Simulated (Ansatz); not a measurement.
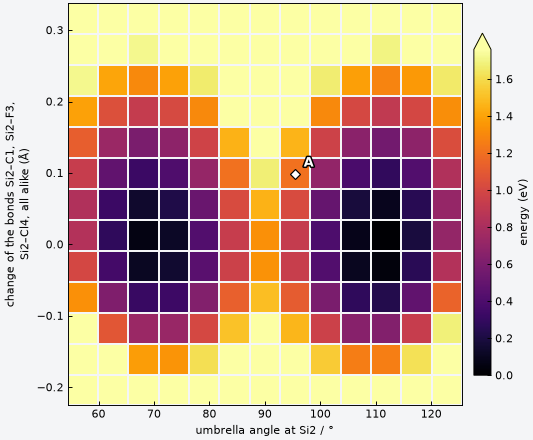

CH3ClFSi, SMILES C[Si](F)Cl, spin multiplicity 2. Coordinates scanned: (1) umbrella angle at Si2 (between each of its bonds and their common axis; 90 is planar); (2) change of the bonds Si2–C1, Si2–F3, Si2–Cl4, all alike. Nothing is relaxed (all other coordinates rigid). Grid: 13 × 13 points. Points are written as (first, second). Energies: eV, counted from the lowest grid point. Energies and slopes of some neighbouring points disagree (a jump in structure or state, or too coarse a mesh). The calculation used Ansatz 0.2.0, UKS PBE0-D4/def2-SVP.

The picture shows one coloured cell a grid point, one colour for all values above the top of the scale, the point A.

Which way does the force act at A, and how strong is it?

Answer. A, at (95.5°, 0.099 Å), is not a stationary point. The computed force is 0.11 eV for each degree towards larger values of the first coordinate and 5.2 eV for each Å towards smaller values of the second coordinate.
